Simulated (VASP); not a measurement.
# Mn3O4 (Hausmannite) with PBEsol + U: from relaxation to properties, part 6 of 6

How well does PBEsol + U reproduce what experiment finds for Mn3O4 (Hausmannite)? The cell is relaxed first, and properties follow on it. The start is a cell from a database of measured crystal structures.

VASP 6.6.1; PBEsol, DFT+U (Mn d 4 eV), spin-polarised from a ferromagnetic start; plane waves and PAW (Mn_pv, O).

Still holding for the runs below: The magnetic state follows from one typed start and may not be the lowest.

So far, gap on the k-mesh (eV): step 2 (full relaxation (PBEsol + U)) 0.661. The relaxed cell has a = 5.826, c = 9.414 Å (conventional setting).

**6. Total and projected DOS (PBEsol + U)**

Here the states are counted by energy and projected on the atoms. The mesh is finer than in the run before.

INCAR

```
SYSTEM = Mn3O4
PREC = Accurate
ENCUT = 520
EDIFF = 1E-06
NELM = 100
ISMEAR = -5
SIGMA = 0.05
LREAL = .FALSE.
ALGO = Normal
GGA = PS
NBANDS = 118
ISPIN = 2
MAGMOM = 4.558 4.558 3.944 3.944 3.944 3.944 0.006 0.006 0.006 0.006 0.006 0.006 0.006 0.006
LDAU = .TRUE.
LDAUTYPE = 2
LDAUL = 2 -1
LDAUU = 4 0
LDAUJ = 0 0
LDAUPRINT = 1
LASPH = .TRUE.
LMAXMIX = 4
LORBIT = 11
LWAVE = .FALSE.
LCHARG = .FALSE.
KPAR = 8
NEDOS = 2001
```

POSCAR

```
Mn3O4
1.0
   -2.9131705325      2.9131705325      4.7069002559
    2.9131705325     -2.9131705325      4.7069002559
    2.9131705325      2.9131705325     -4.7069002559
Mn O
6 8
Direct
    0.0000000000      0.0000000000      0.0000000000
    0.7500000000      0.2500000000      0.5000000000
    0.8750000000      0.6250000000      0.2500000000
    0.3750000000      0.6250000000      0.2500000000
    0.3750000000      0.6250000000      0.7500000000
    0.3750000000      0.1250000000      0.7500000000
    0.6067320999      0.3836921715      0.2230399284
    0.1336921715      0.4106522430      0.2769600716
    0.1606522430      0.3836921715      0.7769600716
    0.1336921715      0.8567320999      0.7230399284
    0.1432679001      0.8663078285      0.2769600716
    0.6163078285      0.3932679001      0.7769600716
    0.5893477570      0.8663078285      0.7230399284
    0.6163078285      0.8393477570      0.2230399284
```

KPOINTS

```
Automatic mesh
0
Gamma
10 10 10
0 0 0
```

PAW data sets: Mn_pv and O (PBE family, release 64).

Launch:

```
> mpirun -np 8 vasp_std
```

Log:

```text
[... set-up lines as in an earlier step ...]
 entering main loop
       N       E                     dE             d eps       ncg     rms          rms(c)
DAV:   1     0.170670817123E+04    0.17067E+04   -0.60831E+04 48928   0.129E+03
DAV:   2     0.836833801626E+02   -0.16230E+04   -0.14562E+04 48144   0.405E+02
DAV:   3    -0.119837928145E+03   -0.20352E+03   -0.19277E+03 51876   0.157E+02
DAV:   4    -0.126360005502E+03   -0.65221E+01   -0.64713E+01 52358   0.287E+01
DAV:   5    -0.126409379131E+03   -0.49374E-01   -0.49366E-01 51850   0.259E+00    0.483E+01
DAV:   6    -0.110225339639E+03    0.16184E+02   -0.50799E+01 59594   0.540E+01    0.431E+01
DAV:   7    -0.111790653834E+03   -0.15653E+01   -0.14021E+01 51404   0.259E+01    0.264E+01
DAV:   8    -0.111851257719E+03   -0.60604E-01   -0.19265E+00 52388   0.522E+00    0.161E+01
DAV:   9    -0.111743542607E+03    0.10772E+00   -0.23554E-01 50852   0.434E+00    0.304E+00
DAV:  10    -0.111751242333E+03   -0.76997E-02   -0.14597E-01 52224   0.338E+00    0.110E+00
DAV:  11    -0.111753515027E+03   -0.22727E-02   -0.11742E-02 52380   0.417E-01    0.498E-01
DAV:  12    -0.111753784369E+03   -0.26934E-03   -0.12451E-03 52032   0.180E-01    0.307E-01
DAV:  13    -0.111754050588E+03   -0.26622E-03   -0.49239E-04 50710   0.148E-01    0.869E-02
DAV:  14    -0.111754101298E+03   -0.50710E-04   -0.72826E-05 50752   0.440E-02    0.310E-02
DAV:  15    -0.111754108913E+03   -0.76147E-05   -0.10882E-05 48694   0.145E-02    0.142E-02
DAV:  16    -0.111754109894E+03   -0.98077E-06   -0.88968E-07 38044   0.594E-03
   1 F= -.11175411E+03 E0= -.11175411E+03  d E =0.000000E+00  mag=    26.0000
```

It took 12 min on 8 MPI ranks of Intel Xeon Platinum 8375C at 2.90GHz (Ice Lake), shared host; peak memory 17 GiB; 1.6 h of CPU time.

OUTCAR, selected parts (step 6):

```text
   k-points           NKPTS =    102   k-points in BZ     NKDIM =    102   number of bands    NBANDS=    118

   NELECT =     126.0000    total number of electrons

atom =   1  type =  1  l = 2

 onsite density matrix

spin component  1

  0.9371 -0.0000  0.0000  0.0000  0.0000
 -0.0000  0.9365  0.0000  0.0000  0.0000
  0.0000  0.0000  0.9436 -0.0000 -0.0000
  0.0000  0.0000 -0.0000  0.9365 -0.0000
  0.0000  0.0000 -0.0000 -0.0000  0.9537

spin component  2

  0.0194  0.0000  0.0000  0.0000 -0.0000
  0.0000  0.0651 -0.0000  0.0000  0.0000
  0.0000 -0.0000  0.0234  0.0000  0.0000
  0.0000  0.0000  0.0000  0.0651  0.0000
 -0.0000  0.0000  0.0000  0.0000  0.0567

 occupancies and eigenvectors

  o =  0.0194  v =  0.0000  0.0000  0.0000  0.0000  0.0000  1.0000  0.0000  0.0000  0.0000  0.0000      0.0000  0.0000  0.0000  0.0000  0.0000  0.0000  0.0000  0.0000  0.0000  0.0000
  o =  0.0234  v =  0.0000  0.0000  0.0000  0.0000  0.0000  0.0000  0.0000 -1.0000 -0.0000  0.0000      0.0000  0.0000  0.0000  0.0000  0.0000  0.0000  0.0000  0.0000  0.0000  0.0000
  o =  0.0567  v =  0.0000  0.0000  0.0000  0.0000  0.0000  0.0000 -0.0000  0.0000 -0.0000  1.0000      0.0000  0.0000  0.0000  0.0000  0.0000  0.0000  0.0000  0.0000  0.0000  0.0000
  o =  0.0651  v =  0.0000  0.0000  0.0000  0.0000  0.0000  0.0000  0.9948  0.0000  0.1020  0.0000      0.0000  0.0000  0.0000  0.0000  0.0000  0.0000  0.0000  0.0000  0.0000  0.0000
  o =  0.0651  v =  0.0000  0.0000  0.0000  0.0000  0.0000  0.0000  0.1020  0.0000 -0.9948  0.0000      0.0000  0.0000  0.0000  0.0000  0.0000  0.0000  0.0000  0.0000  0.0000  0.0000
  o =  0.9365  v =  0.0000 -0.5943 -0.0000  0.8043  0.0000  0.0000  0.0000  0.0000  0.0000  0.0000      0.0000  0.0000  0.0000  0.0000  0.0000  0.0000  0.0000  0.0000  0.0000  0.0000
  o =  0.9365  v =  0.0000 -0.8043  0.0000 -0.5943 -0.0000  0.0000  0.0000  0.0000  0.0000  0.0000      0.0000  0.0000  0.0000  0.0000  0.0000  0.0000  0.0000  0.0000  0.0000  0.0000
  o =  0.9371  v =  1.0000  0.0000  0.0000  0.0000  0.0000  0.0000  0.0000  0.0000  0.0000  0.0000      0.0000  0.0000  0.0000  0.0000  0.0000  0.0000  0.0000  0.0000  0.0000  0.0000
  o =  0.9436  v =  0.0000 -0.0000 -1.0000 -0.0000 -0.0000  0.0000  0.0000  0.0000  0.0000  0.0000      0.0000  0.0000  0.0000  0.0000  0.0000  0.0000  0.0000  0.0000  0.0000  0.0000
  o =  0.9537  v =  0.0000 -0.0000 -0.0000 -0.0000  1.0000  0.0000  0.0000  0.0000  0.0000  0.0000      0.0000  0.0000  0.0000  0.0000  0.0000  0.0000  0.0000  0.0000  0.0000  0.0000

atom =   2  type =  1  l = 2

 onsite density matrix

spin component  1

  0.9371 -0.0000  0.0000  0.0000  0.0000
 -0.0000  0.9365  0.0000  0.0000  0.0000
  0.0000  0.0000  0.9436 -0.0000  0.0000
  0.0000  0.0000 -0.0000  0.9365 -0.0000
  0.0000  0.0000  0.0000 -0.0000  0.9537

spin component  2

 occupancies and eigenvectors

  o =  0.0194  v =  0.0000  0.0000  0.0000  0.0000  0.0000  1.0000  0.0000  0.0000  0.0000  0.0000      0.0000  0.0000  0.0000  0.0000  0.0000  0.0000  0.0000  0.0000  0.0000  0.0000
  o =  0.0234  v =  0.0000  0.0000  0.0000  0.0000  0.0000  0.0000  0.0000  1.0000  0.0000  0.0000      0.0000  0.0000  0.0000  0.0000  0.0000  0.0000  0.0000  0.0000  0.0000  0.0000
  o =  0.0567  v =  0.0000  0.0000  0.0000  0.0000  0.0000  0.0000  0.0000  0.0000 -0.0000 -1.0000      0.0000  0.0000  0.0000  0.0000  0.0000  0.0000  0.0000  0.0000  0.0000  0.0000
  o =  0.0651  v =  0.0000  0.0000  0.0000  0.0000  0.0000  0.0000  0.9999 -0.0000 -0.0115  0.0000      0.0000  0.0000  0.0000  0.0000  0.0000  0.0000  0.0000  0.0000  0.0000  0.0000
  o =  0.0651  v =  0.0000  0.0000  0.0000  0.0000  0.0000  0.0000 -0.0115  0.0000 -0.9999  0.0000      0.0000  0.0000  0.0000  0.0000  0.0000  0.0000  0.0000  0.0000  0.0000  0.0000
  o =  0.9365  v =  0.0000  1.0000  0.0000  0.0000 -0.0000  0.0000  0.0000  0.0000  0.0000  0.0000      0.0000  0.0000  0.0000  0.0000  0.0000  0.0000  0.0000  0.0000  0.0000  0.0000
[...]
occupancies and eigenvectors

  o =  0.0370  v =  0.0000  0.0000  0.0000  0.0000  0.0000 -0.0412  0.9992 -0.0000  0.0000 -0.0000      0.0000  0.0000  0.0000  0.0000  0.0000  0.0000  0.0000  0.0000  0.0000  0.0000
  o =  0.0423  v =  0.0000  0.0000  0.0000  0.0000  0.0000  0.0000 -0.0000 -0.0214  0.9979  0.0604      0.0000  0.0000  0.0000  0.0000  0.0000  0.0000  0.0000  0.0000  0.0000  0.0000
  o =  0.0542  v =  0.0000  0.0000  0.0000  0.0000  0.0000  0.0000 -0.0000 -0.1440  0.0567 -0.9880      0.0000  0.0000  0.0000  0.0000  0.0000  0.0000  0.0000  0.0000  0.0000  0.0000
  o =  0.1172  v =  0.0000  0.0000  0.0000  0.0000  0.0000  0.0000 -0.0000  0.9893  0.0298 -0.1425      0.0000  0.0000  0.0000  0.0000  0.0000  0.0000  0.0000  0.0000  0.0000  0.0000
  o =  0.2438  v =  0.0000  0.0000  0.0000  0.0000  0.0000 -0.9992 -0.0412  0.0000 -0.0000  0.0000      0.0000  0.0000  0.0000  0.0000  0.0000  0.0000  0.0000  0.0000  0.0000  0.0000
  o =  0.5178  v = -0.9995 -0.0324  0.0000  0.0000  0.0000  0.0000  0.0000  0.0000  0.0000  0.0000      0.0000  0.0000  0.0000  0.0000  0.0000  0.0000  0.0000  0.0000  0.0000  0.0000
  o =  0.9531  v =  0.0324 -0.9995  0.0000  0.0000  0.0000  0.0000  0.0000  0.0000  0.0000  0.0000      0.0000  0.0000  0.0000  0.0000  0.0000  0.0000  0.0000  0.0000  0.0000  0.0000
  o =  0.9546  v =  0.0000 -0.0000  0.0733 -0.9962 -0.0477  0.0000  0.0000  0.0000  0.0000  0.0000      0.0000  0.0000  0.0000  0.0000  0.0000  0.0000  0.0000  0.0000  0.0000  0.0000
  o =  0.9635  v =  0.0000  0.0000  0.1172 -0.0389  0.9923  0.0000  0.0000  0.0000  0.0000  0.0000      0.0000  0.0000  0.0000  0.0000  0.0000  0.0000  0.0000  0.0000  0.0000  0.0000
  o =  0.9801  v =  0.0000  0.0000  0.9904  0.0783 -0.1139  0.0000  0.0000  0.0000  0.0000  0.0000      0.0000  0.0000  0.0000  0.0000  0.0000  0.0000  0.0000  0.0000  0.0000  0.0000

 E-fermi :   5.1166

 k-point     2 :       0.1000    0.0000   -0.0000
  band No.  band energies     occupation
    ...
     72       4.2988      1.00000
     73       4.7844      1.00000
     74       4.7909      1.00000
     75       4.8416      1.00000
     76       5.0523      1.00000
     77       6.5228      0.00000
     78       6.5473      0.00000
     79       6.7463      0.00000
     80       6.9034      0.00000
     81       7.5231      0.00000
    ...

 k-point     3 :       0.2000    0.0000   -0.0000
  band No.  band energies     occupation
    ...
     72       4.2505      1.00000
     73       4.6419      1.00000
     74       4.6962      1.00000
     75       4.8065      1.00000
     76       5.0049      1.00000
     77       6.4036      0.00000
     78       6.4869      0.00000
     79       6.6150      0.00000
     80       6.8637      0.00000
     81       7.9306      0.00000
    ...

  Total        0.0341707      0.0341707     -0.0117015      0.0000000      0.0000000      0.0000000
  in kB        0.3426392      0.3426392     -0.1173344      0.0000000      0.0000000      0.0000000
  external PRESSURE =       0.1893147 kB  Pullay stress =       0.0000000 kB

 POSITION                                       TOTAL-FORCE (eV/Angst)
 -----------------------------------------------------------------------------------
      0.00000      0.00000      0.00000         0.000000     -0.000000      0.000000
      0.00000      2.91317      2.35345         0.000000     -0.000000      0.000000
      0.00000      1.45659      5.88363         0.000000     -0.000000      0.000000
      1.45659     -0.00000      3.53018         0.000000     -0.000000      0.000000
      2.91317      1.45659      1.17673         0.000000     -0.000000      0.000000
      1.45659      2.91317     -1.17673         0.000000     -0.000000      0.000000
      0.00000      1.29951      3.61200         0.000000      0.003524     -0.006733
      1.61366      0.00000      1.25855        -0.003524     -0.000000     -0.006733
      2.91317      1.61366     -1.09490         0.000000     -0.003524     -0.006733
      4.21268      0.00000      1.25855         0.003524     -0.000000     -0.006733
      2.91317     -1.29951      3.44835         0.000000     -0.003524      0.006733
      1.61366      2.91317      1.09490        -0.003524     -0.000000      0.006733
      2.91317      1.29951      3.44835         0.000000      0.003524      0.006733
      1.29951     -0.00000      5.80180         0.003524     -0.000000      0.006733
 -----------------------------------------------------------------------------------
    total drift:                                0.000000     -0.000000      0.000000

  FREE ENERGIE OF THE ION-ELECTRON SYSTEM (eV)
  ---------------------------------------------------
  free  energy   TOTEN  =      -111.7541098937 eV

  energy  without entropy=     -111.7541098937  energy(sigma->0) =     -111.75410989

[... 13 parts as in an earlier step ...]

[... 10 further parts left out ...]
```

This step gave:

```yaml
irreducible_k_points: 102
fermi_energy: 5.117 eV
pressure: 0.01893 GPa
conduction_bottom_at_k: 0.3, 0.2, 0.2
least_direct_gap_at_k: 0.3, 0.2, 0.2
gap_on_the_k_mesh: 0.6544 eV
least_direct_gap_on_the_k_mesh: 0.9120 eV
```

The density of states has structure finer than the step of the table below, so its rows give means over 1 eV, whole bins alone (the curve runs from -12.0 to 6.43 eV). Peaks (eV: height): total up -6.2: 12.7, -5.7: 11.2, -3.9: 21.3, -3.2: 11.6; total down -3.3: 16.2, 3.3: 15.0, 3.5: 18.9, 4.9: 14.8; Mn d up -5.7: 5.64, -4.7: 4.66, -3.9: 17.4, -2.8: 5.05; Mn d down 3.3: 12.4, 3.5: 15.7, 4.6: 10.7, 4.9: 11.7; O p up -6.2: 3.79, -5.5: 3.45, -2.8: 3.51, -0.7: 3.43.

States under -12.0 eV and over 6.4 eV are left out. The density of states by energy, zero at the valence-band top; means over each step; 7 of 10 lines; values in states/eV/cell:

```csv
energy (eV),total up,total down,Mn d up,Mn d down,O p up,O p down,Mn p up
-9,0,0,0,0,0,0,0
-8,0.594,0,0.233,0,0.169,0,0.00806
-7,4.49,0.0127,1.83,0.00110,1.30,0.00571,0.0808
-6,8.29,2.55,3.86,0.181,2.48,1.24,0.148
-5,6.76,5.56,3.60,0.473,1.86,2.84,0.119
-4,9.56,6.99,7.32,0.929,1.16,4.01,0.0864
-3,8.11,7.50,4.28,0.581,2.30,4.79,0.191
-2,5.50,1.40,2.67,0.0541,1.79,0.975,0.185
-1,5.16,0,2.15,0,2.10,0,0.137
0,1.55,0,0.616,0,0.708,0,0.0200
1,3.21,0,1.74,0,0.984,0,0.0344
2,0.799,0.598,0.396,0.468,0.312,0.0194,0.00212
3,0.147,8.68,0.00359,6.95,0.0209,0.360,0.00238
4,0.403,11.6,0.0122,9.53,0.0876,0.701,0.0126
5,0.726,8.97,0.0307,6.99,0.177,0.901,0.0321
```

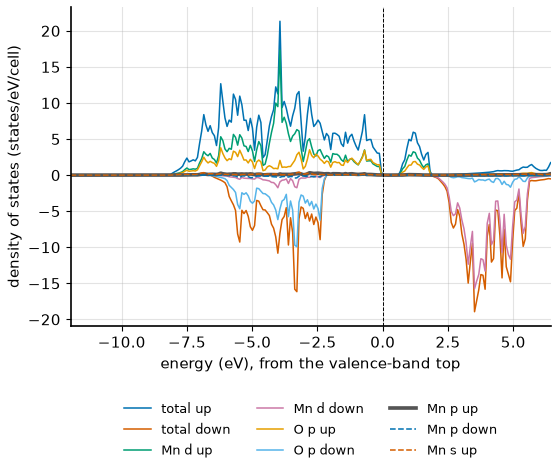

Density of states against energy. Down spins are drawn negative.

The gap on this mesh is 0.65 eV. In the top eV of the valence band the largest shares in the PAW spheres are O p 43 % and Mn d 41 %. The rest lies in smaller channels or between the spheres.

**7. Vibrations at Γ (PBEsol + U)**

Zone-centre modes test whether the atoms sit at a minimum within this cell. IBRION = 6 takes the force constants from differences of forces between displaced cells, so the forces must be tight.

INCAR: that of step 6 with these lines changed.

```diff
@@ -3,5 +3,5 @@
 ENCUT = 520
-EDIFF = 1E-06
+EDIFF = 1E-08
 NELM = 100
-ISMEAR = -5
+ISMEAR = 0
 SIGMA = 0.05
@@ -10,3 +10,3 @@
 GGA = PS
-NBANDS = 118
+NBANDS = 100
 ISPIN = 2
@@ -25,2 +25,6 @@
 KPAR = 8
-NEDOS = 2001
+IBRION = 6
+NFREE = 2
+POTIM = 0.015
+ISIF = 2
+NSW = 1
```

POSCAR is that of step 6.

KPOINTS

```
Automatic mesh
0
Gamma
7 7 7
0 0 0
```

Launch:

```
> mpirun -np 8 vasp_std
```

Log:

```text
[... set-up lines as in an earlier step ...]
 entering main loop
       N       E                     dE             d eps       ncg     rms          rms(c)
DAV:   1     0.178229836510E+04    0.17823E+04   -0.64404E+04 16376   0.152E+03
DAV:   2     0.102664971520E+03   -0.16796E+04   -0.15204E+04 16032   0.469E+02
DAV:   3    -0.117963327276E+03   -0.22063E+03   -0.21089E+03 17056   0.181E+02
DAV:   4    -0.126335292725E+03   -0.83720E+01   -0.82913E+01 17780   0.361E+01
[...]
DAV:  18    -0.111754142612E+03   -0.18133E-06   -0.12191E-07 16792   0.181E-03    0.835E-04
DAV:  19    -0.111754142654E+03   -0.42603E-07   -0.26908E-08 14564   0.740E-04    0.764E-04
DAV:  20    -0.111754142659E+03   -0.46057E-08   -0.92679E-09 11496   0.577E-04
   1 F= -.11175414E+03 E0= -.11175414E+03  d E =-.628914E-17  mag=    26.0000
[... from here on, the cycles between the ionic steps are left out ...]
   2 F= -.11175310E+03 E0= -.11175310E+03  d E =-.827116E-17  mag=    26.0000
   3 F= -.11175310E+03 E0= -.11175310E+03  d E =-.826893E-17  mag=    26.0000
   4 F= -.11175292E+03 E0= -.11175292E+03  d E =-.140494E-16  mag=    26.0000
   5 F= -.11175292E+03 E0= -.11175292E+03  d E =-.140399E-16  mag=    26.0000
   6 F= -.11175166E+03 E0= -.11175166E+03  d E =-.675061E-17  mag=    26.0000
   7 F= -.11175166E+03 E0= -.11175166E+03  d E =-.674844E-17  mag=    26.0000
   8 F= -.11175116E+03 E0= -.11175116E+03  d E =-.800416E-17  mag=    26.0000
   9 F= -.11175116E+03 E0= -.11175116E+03  d E =-.800447E-17  mag=    26.0000
  10 F= -.11175318E+03 E0= -.11175318E+03  d E =-.706687E-17  mag=    26.0000
  11 F= -.11175318E+03 E0= -.11175318E+03  d E =-.706343E-17  mag=    26.0000
 Finite differences progress:
  Degree of freedom:   5/  8
  Displacement:        2/  2
  Total:              10/ 16
[...]
N       E                     dE             d eps       ncg     rms          rms(c)
DAV:   1    -0.111722057760E+03    0.31118E-01   -0.22405E+00 87284   0.134E+01    0.899E-01
 hard stop encountered!  aborting job ...
 -----------------------------------------------------------------------------
|                                                                             |
|           W    W    AA    RRRRR   N    N  II  N    N   GGGG   !!!           |
|           W    W   A  A   R    R  NN   N  II  NN   N  G    G  !!!           |
|           W    W  A    A  R    R  N N  N  II  N N  N  G       !!!           |
|           W WW W  AAAAAA  RRRRR   N  N N  II  N  N N  G  GGG   !            |
|           WW  WW  A    A  R   R   N   NN  II  N   NN  G    G                |
|           W    W  A    A  R    R  N    N  II  N    N   GGGG   !!!           |
|                                                                             |
|     The electronic self-consistency was not achieved in the given           |
|     number of steps (NELM). The forces and other quantities evaluated       |
|     might not be reliable so examine the results carefully. If you find     |
|     spurious results, we suggest increasing NELM, if you were close to      |
|     convergence or switching to a different ALGO or adjusting the           |
|     density mixing parameters otherwise.                                    |
|                                                                             |
 -----------------------------------------------------------------------------

 soft stop encountered!  aborting job ...
```

Elapsed: 1.5 h, on 8 MPI ranks.

The run was stopped at its time limit, by a STOPCAR file.

More ranks or a longer limit would be the way on.

**8. Outcome**

| Item | Value |
| --- | --- |
| relaxed volume | 11.41 Å³/atom |
| relaxed conventional cell a, b, c | 5.826, 5.826, 9.414 Å |
| space group after relaxing, within 0.02 Å | I4_1/amd (No. 141) |
| moment of the cell (10×10×10 mesh) | 26 μB |
| largest site moment (10×10×10 mesh) | 4.56 μB on Mn1 |
| band gap | 0.653 eV, indirect (least direct gap of that run 0.896 eV) |
| gap among the points of the DOS mesh alone, an upper bound | 0.654 eV |

With PBEsol + U, Mn3O4 (Hausmannite) relaxes to 11.41 Å³/atom in space group I4_1/amd, has an indirect gap of 0.653 eV and keeps moments of up to 4.56 μB (10×10×10 mesh). Against the listed cell the volume lies +1.8 % (a +1.1 %, c -0.3 %). Not obtained: vibrations at Γ (PBEsol + U), because the run hit its time limit. Bands along the symmetry lines (PBEsol + U), spin up: The path shows an indirect gap of 0.65 eV (valence top at Γ, conduction bottom between N and P). The least direct gap is 0.90 eV. Bands along the symmetry lines (PBEsol + U), spin down: On this path the gap is direct, 4.00 eV, with the valence top at Γ and the conduction bottom at Γ. Experiment finds a gap of 1.91 eV (arxiv:1406.4486); the computed 0.65 eV is not graded against it, since it lacks spin-orbit coupling or the sample's magnetic order. Semilocal functionals usually underestimate gaps. Only the typed magnetic starts were tried, so the magnetic ground state may differ and with it the other results. No search among competing phases was made, and a listed structure need not be the one stable at ambient conditions. All values are for a static lattice at zero temperature.

Calculation against experiment:

| quantity | measured | PBEsol, DFT+U |
| --- | --- | --- |
| lattice constant a (Å) | 5.76289 | 5.826 (+1.1 %) |
| lattice constant c (Å) | 9.46885 | 9.414 (-0.6 %) |

Measured values from arxiv:1407.2299 (2014).

Verdict: The lattice constant a is off by +1.1 %. The lattice constant c is off by -0.6 %. The magnetic state of these runs (an ordered one) need not be that of the sample, so the match is not graded. Zero-point motion and thermal expansion (measured at up to 298 K) are not in the computed lattice constants.

[Lines on the potential files, build, host, timing and source positions are cut from VASP's logs without a mark.]

[Logs are printed without paths, hosts, clocks, repeated set-up lines and the standing remarks that a program may print on its own settings, such as how far it seeks lower states.]

[Hosts, paths, dates, database ids (printed as entryN), source tags and the programs' standing remarks are cut or masked in the printed files.]

[A measured line is paired with the nearest computed mode of its activity, which favours agreement.]
